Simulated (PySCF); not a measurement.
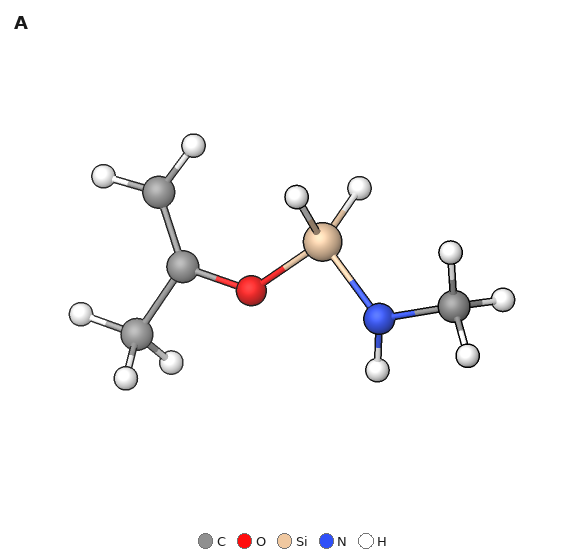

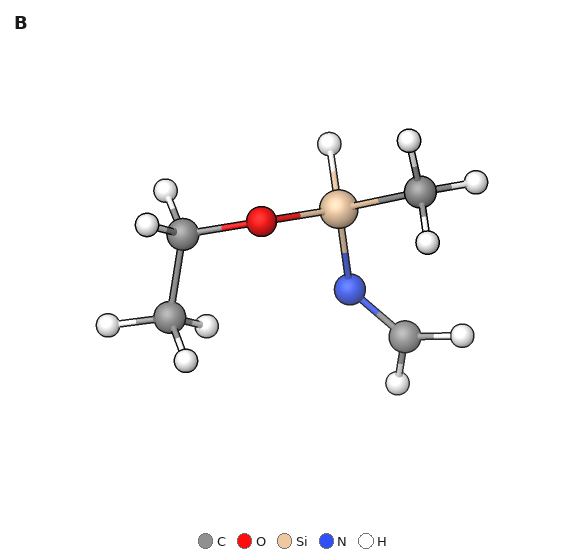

2 stationary structures of one formula. Geometries: GFN2-xTB. Electronic energies: PBE0/def2-SVPD (PySCF 2.14.0), without zero-point energy. No frequency run is at hand to confirm each as a minimum. Each is one conformer, not always the lowest.

### Are they conformers, stereoisomers or constitutional isomers?

They are constitutional isomers of C4H11NOSi: A `C=C(C)O[SiH2]NC`, B `C=N[Si@H](C)OCC`.

### Rank them by energy, lowest first.

B is lowest; A lies 0.114 eV above it.

The geometry is semi-empirical. Around Si such bond lengths and angles can be off by a tenth of an ångström or more and by several degrees, and values that hang on the shape move with them.
